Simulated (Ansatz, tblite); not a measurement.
# The cluster MoS₂−: a ladder of methods and basis sets, part 2 of 2

How do method and basis change the picture of the cluster MoS₂− (doublet)?

Ansatz 0.2.0, Gaussian basis; as each input shows. Earlier steps stand in the parts before.

## Step 10: revPBE-D4/def2-TZVPD

Input file in.yaml:

```yaml
crystal:
  periodic: [false, false, false]
  atoms:
    - {symbol: Mo, position_ang: [0.462569, 0.188733, 0.316948]}
    - {symbol: S, position_ang: [-0.123809, -1.845720, 0.727549]}
    - {symbol: S, position_ang: [-0.338759, 1.656987, -1.044497]}
basis:
  gaussian: {orbitals: def2-TZVPD, initial_orbitals: start.molden}
total_charge: -1
magnetization: {spin_polarized: true, initial_magnetization: 1}
hamiltonian: {xc: {name: revPBE}, dispersion: d4}
scf: {omitted_lower_state_checks: [starts]}
output: {orbitals: {seedname: orbitals}}
```

On the command line:

```console
$ ansatz run in.yaml --threads 4 --pin off --events-out ev --progress --plain --max-ram 3916MiB
```

Log:

```text
Functional definition: revPBE
  name "revPBE"
  cite "Zhang & Yang, Phys. Rev. Lett. 80, 890 (1998) doi:10.1103/PhysRevLett.80.890"
  cite "Perdew, Burke & Ernzerhof, Phys. Rev. Lett. 77, 3865 (1996) doi:10.1103/PhysRevLett.77.3865"
  parameter kappa = 1.245
  parameter beta = 0.06672455060314922
  exchange = pbe_x(kappa = kappa, mu = beta*pi^2/3)
  correlation = pbe_c(beta = beta)
these checks for a lower state are left out or cut short: starts
894 factors; their error is unknown
mean field evaluation 1: about -23528.0219 eV, gradient 6.8e0 eV
mean field evaluation 2: about -23528.1231 eV, gradient 1.8e-1 eV
mean field evaluation 4: about -23528.1153 eV, gradient 5.0e-2 eV
mean field evaluation 8: about -23528.1153 eV, gradient 2.0e-5 eV
mean field evaluation 16: about -23528.1153 eV, gradient 4.2e-6 eV
mean field -23528.11529956 eV, -864.6422893294 hartree, gradient 4.2e-6 eV, S^2 1.681820; 0 other end points of the search recorded, 0 dependent functions left out
reference -23528.11535196 eV, -864.6422912552 hartree; 24, 23 occupied and 108, 109 virtual orbitals, 894 factors
Total energy: -23528.35792200 eV, -864.6512055397 hartree
Checks for a lower state left out: starts
```

Wall time 2.6 s (4 threads of AMD EPYC 9B14, shared host).

From the report: HOMO -0.02 eV, LUMO 0.89 eV (over both spins); ⟨S²⟩ 1.682 (pure: 0.75). Doubts: spin contamination.

## Step 11: PBE-D4/def2-SVPD

Changes to in.yaml since step 10:

```diff
@@ -7,6 +7,6 @@
 basis:
-  gaussian: {orbitals: def2-TZVPD, initial_orbitals: start.molden}
+  gaussian: {orbitals: def2-SVPD, initial_orbitals: start.molden}
 total_charge: -1
 magnetization: {spin_polarized: true, initial_magnetization: 1}
-hamiltonian: {xc: {name: revPBE}, dispersion: d4}
+hamiltonian: {xc: pbe, dispersion: d4}
 scf: {omitted_lower_state_checks: [starts]}
```

The command is unchanged.

Log:

```text
Functional definition: PBE
  name "PBE"
  cite "Perdew, Burke & Ernzerhof, Phys. Rev. Lett. 77, 3865 (1996) doi:10.1103/PhysRevLett.77.3865"
  parent pbe
  parameter kappa = 0.804
  parameter beta = 0.06672455060314922
  exchange = pbe_x(kappa = kappa, mu = beta*pi^2/3)
  correlation = pbe_c(beta = beta)
these checks for a lower state are left out or cut short: starts
846 factors; their error is unknown
mean field evaluation 1: about -23514.0254 eV, gradient 5.6e0 eV
mean field evaluation 2: about -23514.1496 eV, gradient 1.7e-1 eV
mean field evaluation 4: about -23514.1411 eV, gradient 3.6e-3 eV
mean field evaluation 8: about -23514.1411 eV, gradient 2.9e-5 eV
mean field -23514.14114285 eV, -864.1287485425 hartree, gradient 3.0e-6 eV, S^2 1.660173; 0 other end points of the search recorded, 0 dependent functions left out
reference -23514.14117694 eV, -864.1287497953 hartree; 24, 23 occupied and 64, 65 virtual orbitals, 846 factors
Total energy: -23514.25889845 eV, -864.1330759809 hartree
Checks for a lower state left out: starts
```

Wall time 1.7 s (4 threads of AMD EPYC 9B14, shared host).

HOMO -0.10 eV, LUMO 0.70 eV (over both spins); ⟨S²⟩ 1.660 (pure: 0.75). Doubts: spin contamination.

## Step 12: PBE0-D4/def2-SVPD

Changes to in.yaml since step 11:

```diff
@@ -10,3 +10,3 @@
 magnetization: {spin_polarized: true, initial_magnetization: 1}
-hamiltonian: {xc: pbe, dispersion: d4}
+hamiltonian: {xc: pbe0, dispersion: d4}
 scf: {omitted_lower_state_checks: [starts]}
```

Same command.

Log, shortened:

```text
Functional definition: PBE0
  name "PBE0"
  cite "Adamo & Barone, J. Chem. Phys. 110, 6158 (1999) doi:10.1063/1.478522"
  cite "Perdew, Burke & Ernzerhof, Phys. Rev. Lett. 77, 3865 (1996) doi:10.1103/PhysRevLett.77.3865"
  parent pbe
[...]
817 factors; integrals over basis functions are off by at most 5.6e-4 eV
[...]
mean field -23514.48113048 eV, -864.1412428575 hartree, gradient 8.9e-6 eV, S^2 1.706783; 0 other end points of the search recorded, 0 dependent functions left out
reference -23514.48115665 eV, -864.1412438191 hartree; 24, 23 occupied and 64, 65 virtual orbitals, 817 factors
Total energy: -23514.58255577 eV, -864.1449701682 hartree
Checks for a lower state left out: starts
```

Run time: 2.3 s. Hardware: 4 threads of AMD EPYC 9B14, shared host.

Report: HOMO -1.15 eV, LUMO 1.86 eV (over both spins); ⟨S²⟩ 1.707 (pure: 0.75). Doubts: spin contamination.

## Step 13: CCSD(T)/def2-TZVPPD

Input file in.yaml:

```yaml
crystal:
  periodic: [false, false, false]
  atoms:
    - {symbol: Mo, position_ang: [0.462569, 0.188733, 0.316948]}
    - {symbol: S, position_ang: [-0.123809, -1.845720, 0.727549]}
    - {symbol: S, position_ang: [-0.338759, 1.656987, -1.044497]}
basis:
  gaussian: {orbitals: "def2-TZVPPD.json", initial_orbitals: start.molden}
total_charge: -1
magnetization: {spin_polarized: true, initial_magnetization: 1}
correlation: {method: ccsd_t}
scf: {omitted_lower_state_checks: [starts, cluster_reference]}
output: {orbitals: {seedname: orbitals}}
```

The command is unchanged.

Log, shortened:

```text
Functional definition: HF
  name "HF"
  cite "Fock, Z. Phys. 61, 126 (1930) doi:10.1007/BF01340294"
  parent pbe
[...]
980 factors; integrals over basis functions are off by at most 8.3e-4 eV
[...]
mean field -23475.54955136 eV, -862.7105337136 hartree, gradient 3.5e-6 eV, S^2 1.776726; 0 other end points of the search recorded, 0 dependent functions left out
10 core orbitals not correlated: weight in the atoms' cores, before any rotation towards them, 1.000 or more for the frozen orbitals, at most 0.000 for the correlated occupied ones
reference -23475.54955136 eV, -862.7105337136 hartree; 14, 13 occupied and 134, 135 virtual orbitals, 980 factors
second order -22.63524746 eV of doubles, -0.00000000 eV of singles
cycle   1  -21.28634398 eV  change     1.3e0 eV  update   2.5e-1
[...]
cycle  20  -22.65514274 eV  change   -2.7e-5 eV  update   3.2e-5
perturbative correction -1.62035968 eV, -0.0595471200 hartree
WARN: the results are in doubt because among natural orbitals the method converges to other amplitudes
Total energy: -23499.82505378 eV, -863.6026419729 hartree
In doubt: among natural orbitals the method converges to other amplitudes
Checks for a lower state left out: starts, cluster_reference
```

It took 17 s on 4 threads of AMD EPYC 9B14, shared host; peak memory 1.7 GiB.

From the report: Hartree-Fock HOMO -3.71 eV, LUMO 4.33 eV (over both spins); ⟨S²⟩ 1.777 (pure: 0.75); T1 0.038. Doubts: state flagged by the program, spin contamination.

## Step 14: MP2/def2-TZVPD

Input file in.yaml:

```yaml
crystal:
  periodic: [false, false, false]
  atoms:
    - {symbol: Mo, position_ang: [0.462569, 0.188733, 0.316948]}
    - {symbol: S, position_ang: [-0.123809, -1.845720, 0.727549]}
    - {symbol: S, position_ang: [-0.338759, 1.656987, -1.044497]}
basis:
  gaussian: {orbitals: def2-TZVPD, initial_orbitals: start.molden}
total_charge: -1
magnetization: {spin_polarized: true, initial_magnetization: 1}
correlation: {method: mp2}
scf: {omitted_lower_state_checks: [starts]}
output: {orbitals: {seedname: orbitals}}
```

Launched as before.

Log:

```text
Functional definition: HF
  name "HF"
  cite "Fock, Z. Phys. 61, 126 (1930) doi:10.1007/BF01340294"
  parent pbe
  exchange = exact_x
  correlation = 0
these checks for a lower state are left out or cut short: starts
907 factors; integrals over basis functions are off by at most 5.6e-4 eV
mean field evaluation 1: about -23474.4343 eV, gradient 2.2e1 eV
mean field evaluation 2: about -23475.3307 eV, gradient 1.5e0 eV
mean field evaluation 4: about -23475.4071 eV, gradient 2.4e-1 eV
mean field evaluation 8: about -23475.4077 eV, gradient 7.9e-5 eV
mean field -23475.40766144 eV, -862.7053193551 hartree, gradient 3.3e-6 eV, S^2 1.778322; 0 other end points of the search recorded, 0 dependent functions left out
10 core orbitals not correlated: weight in the atoms' cores, before any rotation towards them, 1.000 or more for the frozen orbitals, at most 0.000 for the correlated occupied ones
reference -23475.40766144 eV, -862.7053193551 hartree; 14, 13 occupied and 108, 109 virtual orbitals, 907 factors
second order -20.30314552 eV of doubles, -0.00000000 eV of singles
Total energy: -23495.71080696 eV, -863.4514461910 hartree
Checks for a lower state left out: starts
```

Wall time 1.4 s (4 threads of AMD EPYC 9B14, shared host).

Hartree-Fock HOMO -3.70 eV, LUMO 4.34 eV (over both spins); ⟨S²⟩ 1.778 (pure: 0.75). Doubts: spin contamination.

## Step 15: RPA/def2-TZVPD

Changes to in.yaml since step 14:

```diff
@@ -10,4 +10,4 @@
 magnetization: {spin_polarized: true, initial_magnetization: 1}
-correlation: {method: mp2}
+hamiltonian: {xc: pbe}
+correlation: {method: rpa}
 scf: {omitted_lower_state_checks: [starts]}
-output: {orbitals: {seedname: orbitals}}
```

The command is unchanged.

Log, shortened:

```text
Functional definition: PBE
  name "PBE"
  cite "Perdew, Burke & Ernzerhof, Phys. Rev. Lett. 77, 3865 (1996) doi:10.1103/PhysRevLett.77.3865"
  parent pbe
[...]
907 factors; integrals over basis functions are off by at most 5.6e-4 eV
[...]
mean field -23521.99668209 eV, -864.4174342848 hartree, gradient 4.8e-6 eV, S^2 1.658114; 0 other end points of the search recorded, 0 dependent functions left out
10 core orbitals not correlated: weight in the atoms' cores, before any rotation towards them, 1.000 or more for the frozen orbitals, at most 0.000 for the correlated occupied ones
reference -23473.61205780 eV, -862.6393321384 hartree; 14, 13 occupied and 108, 109 virtual orbitals, 907 factors
Total energy: -23504.74248330 eV, -863.7833541747 hartree
Checks for a lower state left out: starts
```

It took 3.1 s on 4 threads of AMD EPYC 9B14, shared host.

Report: ⟨S²⟩ 1.658 (pure: 0.75). Doubts: spin contamination.

## Step 16: Comparison

```
                  level  functions  HOMO (eV)  LUMO (eV)  gap (eV)   ⟨S²⟩   time
         LDA/def2-TZVPD        132      -0.18       0.26      0.44  1.549  1.3 s
       PBE-D4/def2-SVPD         88      -0.10       0.70      0.80  1.660  1.7 s
      PBE-D4/def2-TZVPD        132      -0.07       0.74      0.81  1.658  2.5 s
   revPBE-D4/def2-TZVPD        132      -0.02       0.89      0.90  1.682  2.6 s
   r2SCAN-D4/def2-TZVPD        132      -0.40       1.06      1.46  1.695    6 s
      B97M-V/def2-TZVPD        132      -0.15       0.68      0.83  1.599   11 s
      PBE0-D4/def2-SVPD         88      -1.15       1.86      3.00  1.707  2.3 s
     PBE0-D4/def2-TZVPD        132      -1.10       1.91      3.01  1.705  3.6 s
    HSE06-D4/def2-TZVPD        132      -0.71       1.52      2.23  1.706  3.7 s
CAM-B3LYP-D4/def2-TZVPD        132      -2.31       2.68      4.99  1.687  4.6 s
```

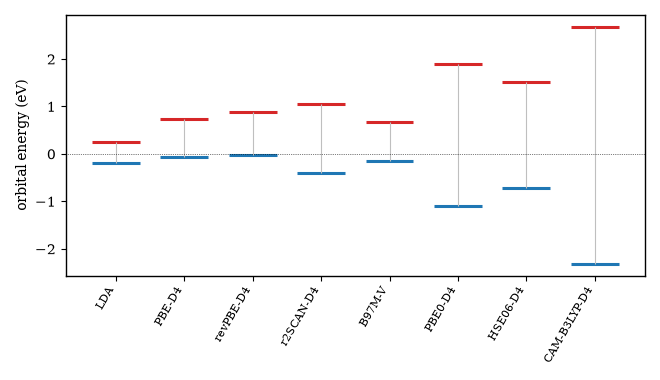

Highest filled (blue) and lowest empty (red) level in def2-TZVPD, over both spins.

The pieces so far (eV):

```
      basis           HF  MP2 correlation  CCSD correlation      (T)              total
def2-TZVPPD  -23475.5496         -22.6352          -22.6551  -1.6204        -23499.8251
 def2-TZVPD  -23475.4077         -20.3031                             -23495.7108 (MP2)
```

## Step 17: Outcome

This closing draws on all 2 parts.

```
                                                   quantity                                  value
 gap in def2-TZVPD, named functionals, smallest and largest  0.44 eV (LDA), 4.99 eV (CAM-B3LYP-D4)
                    correlation energy, CCSD(T)/def2-TZVPPD                              -24.28 eV
                         correlation energy, MP2/def2-TZVPD                              -20.30 eV
⟨S²⟩ in def2-TZVPD, named functionals, smallest and largest                           1.549, 1.706
            PBE0 total energy, smallest basis above largest        7.79 eV (def2-SVPD, def2-TZVPD)
```

In words: Over the named functionals in def2-TZVPD the gap runs from 0.44 eV (LDA) to 4.99 eV (CAM-B3LYP-D4); exact exchange widens it. Over the named functionals in def2-TZVPD spin contamination reaches 0.96 (HSE06-D4), and every level is far from pure, so all describe a mixture with higher spin. Notes on CCSD(T)/def2-TZVPPD: spin contamination, state flagged by the program.

The slowest run with a step of its own, CCSD(T)/def2-TZVPPD, took 17 s; the quickest functional in def2-TZVPD took 1.3 s (shared host).
